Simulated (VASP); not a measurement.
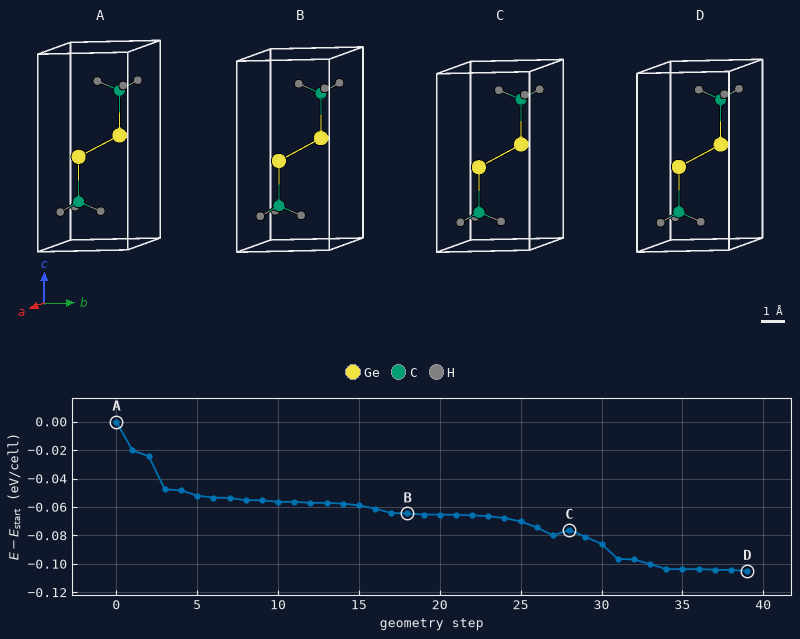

Frames of a relaxation of solid GeH3C (a generated structure, set up in P-3m1), marked on the history of the run. A ball-and-stick model of the cell of the calculation, seen slightly off an axis.

The run lets cell and atoms move.

Computed with Kohn-Sham DFT of a periodic cell, PBE with D3(BJ), VASP PAW PBE potentials, recommended in VASP 6.6.1.

Input file:
```
  PREC = Accurate
  ENCUT = 600
  EDIFF = 1E-7
  ISMEAR = 0
  SIGMA = 0.05
  LREAL = F
  LASPH = T
  NELM = 60
  ALGO = Normal
  ISIF = 3
  LWAVE = F
  LCHARG = F
  GGA = PE
  IVDW = 12
  IBRION = 2
  NSW = 40
  EDIFFG = -0.01
```

Run as
```bash
cat potpaw_PBE.64/Ge_d/POTCAR potpaw_PBE.64/C/POTCAR potpaw_PBE.64/H/POTCAR > POTCAR
mpirun -np 1 vasp_std > vasp.out
```

Describe the path.

The run was cut off at its time limit before the relaxation converged, so the last structure is only a point on the way. The largest moves relative to the cell, 0.30 Å, are those of H atoms. Largest moves by element: H 0.30 Å, C 0.25 Å, Ge 0.05 Å. The drawn cell changes as follows: a = b 3.960 → 4.060 Å (+2.5 %), c 8.700 → 7.864 Å (−9.6 %); the volume changes by −5.0 %. Near-neighbour distances that change, for instance: Ge–Ge 2.403 → 2.468 Å, C–Ge 1.980 → 1.985 Å. The space group stays P-3m1 (No. 164). Over 39 geometry steps the energy falls by 0.105 eV per cell of the calculation. Largest force component: 0.39 eV/Å at the start, 0.12 eV/Å at the end. The pressure goes from 2.35 to −1.85 GPa. From step 0 to 18: H atoms move most (0.12 Å), volume +2.6 %, energy −64.6 meV per cell of the calculation. From step 18 to 28: C and H atoms move most (0.17 Å), volume −5.9 %, energy −11.6 meV per cell of the calculation. From step 28 to 39: H atoms move most (0.02 Å), volume −1.5 %, energy −28.8 meV per cell of the calculation.
